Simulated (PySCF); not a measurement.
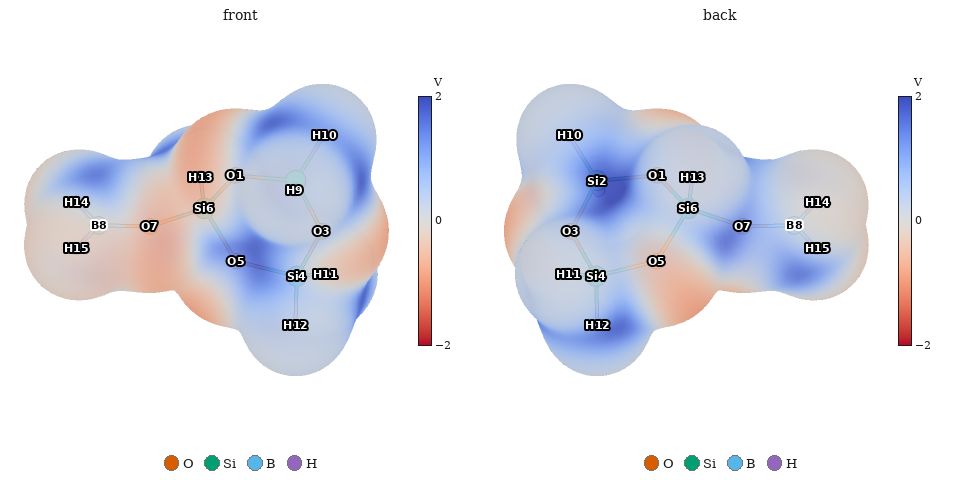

*BH₇O₄Si₃ (SMILES BO[SiH]1O[SiH2]O[SiH2]O1). The electrostatic potential painted on the density surface at 0.002 e/bohr³, seen from the front and from behind; the colour scale runs from red (negative) to blue (positive).*

Geometry: GFN2-xTB.

Level of theory: PBE0/pcSseg-1, SCF density, gas phase, non-relativistic (PySCF).

```yaml
atoms:
  - { symbol: O, position_ang: [0.2422, 1.2367, -0.4724] }
  - { symbol: Si, position_ang: [1.8249, 1.3754, -0.1250] }
  - { symbol: O, position_ang: [2.4038, -0.0901, 0.2725] }
  - { symbol: Si, position_ang: [1.6574, -1.5190, 0.4770] }
  - { symbol: O, position_ang: [0.0908, -1.3565, 0.0711] }
  - { symbol: Si, position_ang: [-0.6675, -0.0948, -0.5996] }
  - { symbol: O, position_ang: [-1.9910, 0.1660, 0.2683] }
  - { symbol: B, position_ang: [-3.2994, 0.2804, 0.3183] }
  - { symbol: H, position_ang: [1.9157, 2.2291, 1.0474] }
  - { symbol: H, position_ang: [2.5015, 1.7602, -1.3528] }
  - { symbol: H, position_ang: [2.2566, -2.4308, -0.4838] }
  - { symbol: H, position_ang: [1.6826, -1.8397, 1.8938] }
  - { symbol: H, position_ang: [-0.8706, -0.3808, -2.0093] }
  - { symbol: H, position_ang: [-3.9451, 0.1483, -0.6596] }
  - { symbol: H, position_ang: [-3.8020, 0.5156, 1.3543] }
```

Question: Describe the electrostatic potential map.

Answer: The most negative region (about −0.8 V) lies over O1 and O5, the most positive (about +1.9 V) over Si2, Si4 and Si6.

Question: What dipole moment does the calculation give?

Answer: Its dipole moment is 1.08 D.
